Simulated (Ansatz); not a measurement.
**CHClF2 (difluorochloromethane): r2SCAN-rVV10/pcseg-2 (accuracy low)**

What is the vertical ionisation energy of CHClF2 (difluorochloromethane) at r2SCAN-rVV10/pcseg-2 (accuracy low)? 

The calculation is run with Ansatz 0.2.0.

9 further runs of the same task are left out: 4 for a known fault of the program, 5 set aside as unsound or not needed.

### Step 1. The structure to begin with

CHClF2: 5 atoms, total charge 0, spin state singlet. As SMILES, `FC(F)Cl`. Geometry: relaxed at PBE0-D4/def2-TZVP.

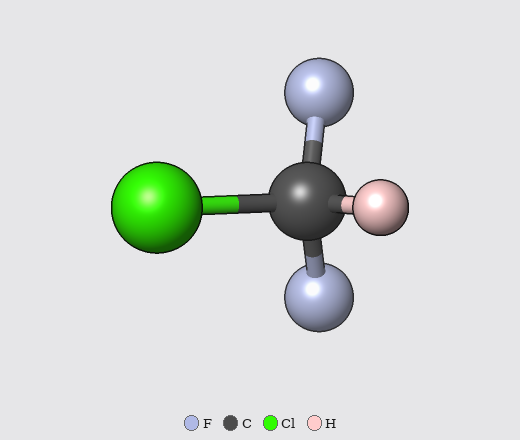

The structure, seen from a chosen angle (fluorine light blue, carbon dark grey, chlorine green, hydrogen pink).

### Step 2. Energy and forces at r2SCAN-rVV10/pcseg-2 (accuracy low)

Input file molecule.yaml:

```yaml
crystal:
  periodic: [false, false, false]
  atoms:
    - {symbol: F, position_ang: [0.038900, -0.568100, 1.222300]}
    - {symbol: C, position_ang: [0.109400, 0.023600, 0.028300]}
    - {symbol: F, position_ang: [0.844200, -0.745900, -0.776900]}
    - {symbol: Cl, position_ang: [-1.511000, 0.208900, -0.640800]}
    - {symbol: H, position_ang: [0.568600, 1.007800, 0.125800]}
basis:
  gaussian: {orbitals: pcseg-2}
hamiltonian: {xc: r2scan, dispersion: rvv10, pseudopotentials: {relativity: none}}
accuracy: low
output: {forces: true, orbitals: {seedname: orbitals}}
```

Command:

```bash
ansatz run molecule.yaml --threads 1 --pin off --max-ram 2610MiB --events-out events.jsonl --progress --plain --runs-dir runs
```

Output:

```text
Warning: RAYON_NUM_THREADS=1 ignored (pool sized by the plan → 1); use --threads N
Functional definition: r2SCAN+rVV10
  name "r2SCAN+rVV10"
  parameter k0 = 0.174
  parameter k1 = 0.065
  parameter a1 = 4.9479
  exchange = r2scan_x(k0 = k0, k1 = k1, a1 = a1)
  correlation = r2scan_c + rvv10(11.95, 0.0093)
792 factors; their error is unknown
mean field evaluation 1: about -19006.1349 eV, gradient 3.1e1 eV
mean field evaluation 2: about -19004.6910 eV, gradient 4.4e1 eV
mean field evaluation 4: about -19007.5440 eV, gradient 1.2e0 eV
mean field evaluation 8: about -19007.5486 eV, gradient 2.8e-2 eV
mean field evaluation 16: about -19007.5079 eV, gradient 1.0e-4 eV
mean field -19007.50786107 eV, -698.5130301426 hartree, gradient 1.8e-5 eV, S^2 0.000000; 0 other end points of the search recorded, 0 dependent functions left out
the calculation of the forces begins
reference -19007.50786897 eV, -698.5130304330 hartree; 21, 21 occupied and 117, 117 virtual orbitals, 792 factors
Total energy: -19007.50786897 eV, -698.5130304330 hartree
Atom 0 at     0.038900    -0.568100     1.222300 Å, force    -0.015043    -0.161375     0.289440 eV/Å
Atom 1 at     0.109400     0.023600     0.028300 Å, force     0.133551     0.363060     0.024901 eV/Å
Atom 2 at     0.844200    -0.745900    -0.776900 Å, force     0.179998    -0.205779    -0.193212 eV/Å
Atom 3 at    -1.511000     0.208900    -0.640800 Å, force    -0.294160     0.024256    -0.120938 eV/Å
Atom 4 at     0.568600     1.007800     0.125800 Å, force    -0.004347    -0.020163    -0.000192 eV/Å
Dipole moment:     0.123566     0.270850     0.025561 e Å
```

Run time: 15 s. Hardware: 1 thread of Arm Neoverse N1, shared host; peak memory 0.23 GiB.

### Step 3. The doublet cation

molecule.yaml: that of step 2 with these lines changed.

```diff
@@ -1 +1,3 @@
+basis:
+  gaussian: {orbitals: pcseg-2}
 crystal:
@@ -8,4 +10,4 @@
     - {symbol: H, position_ang: [0.568600, 1.007800, 0.125800]}
-basis:
-  gaussian: {orbitals: pcseg-2}
+total_charge: 1
+magnetization: {spin_polarized: true, initial_magnetization: 1}
 hamiltonian: {xc: r2scan, dispersion: rvv10, pseudopotentials: {relativity: none}}
```

Command:

```bash
ansatz run molecule.yaml --threads 1 --pin off --max-ram 2610MiB --events-out events.jsonl --progress --plain --runs-dir runs
```

Output, cut to the lines that bear on the results:

```text
Warning: RAYON_NUM_THREADS=1 ignored (pool sized by the plan → 1); use --threads N
Functional definition: r2SCAN+rVV10
  name "r2SCAN+rVV10"
[...]
792 factors; their error is unknown
[...]
mean field -18995.21244739 eV, -698.0611820242 hartree, gradient 3.1e-8 eV, S^2 0.755104; 7 other end points of the search recorded, 0 dependent functions left out
[...]
reference -18995.21245524 eV, -698.0611823128 hartree; 21, 20 occupied and 117, 118 virtual orbitals, 792 factors
Total energy: -18995.21245524 eV, -698.0611823128 hartree
Atom 0 at     0.038900    -0.568100     1.222300 Å, force     0.059989     0.870647    -0.585207 eV/Å
Atom 1 at     0.109400     0.023600     0.028300 Å, force     1.304088    -3.886573     0.873560 eV/Å
Atom 2 at     0.844200    -0.745900    -0.776900 Å, force    -0.304850     0.950293     0.322219 eV/Å
Atom 3 at    -1.511000     0.208900    -0.640800 Å, force    -0.942974     0.805682    -0.451554 eV/Å
Atom 4 at     0.568600     1.007800     0.125800 Å, force    -0.116253     1.259951    -0.159018 eV/Å
Dipole moment:    -0.305671     0.529899    -0.170345 e Å
```

Run time: 2.6 min. Hardware: 1 thread of Arm Neoverse N1, shared host; peak memory 0.35 GiB.

### Step 4. Results

Level: r2SCAN-rVV10/pcseg-2 (accuracy low).

```
                                          quantity          value
                      singlet CHClF2: total energy  -698.51303 Eh
                     singlet CHClF2: dipole moment         1.44 D
                       singlet CHClF2: HOMO energy       -8.50 eV
                       singlet CHClF2: LUMO energy       -0.43 eV
                     singlet CHClF2: HOMO–LUMO gap        8.06 eV
          singlet CHClF2: largest force on an atom     0.388 eV/Å
                      doublet cation: total energy  -698.06118 Eh
doublet cation: HOMO energy (highest over α and β)      -16.57 eV
 doublet cation: LUMO energy (lowest over α and β)      -15.87 eV
                              doublet cation: ⟨S²⟩          0.755
          doublet cation: largest force on an atom     4.192 eV/Å
vertical ionisation energy (to the doublet cation)      12.295 eV
```

Removing an electron at fixed nuclei costs 12.30 eV (284 kcal/mol). The largest force (singlet CHClF2) is 0.39 eV/Å: the shape isn't a stationary point for this species at this level. −ε(HOMO) before ionisation, 8.50 eV, is 3.80 eV below this ionisation energy. Mulliken charges (singlet CHClF2) run from -0.25 on F1 to +0.59 on C2. The accuracy setting (singlet CHClF2) is loose, so the last digits carry no meaning. The accuracy setting (doublet cation) is loose, so the last digits carry no meaning.
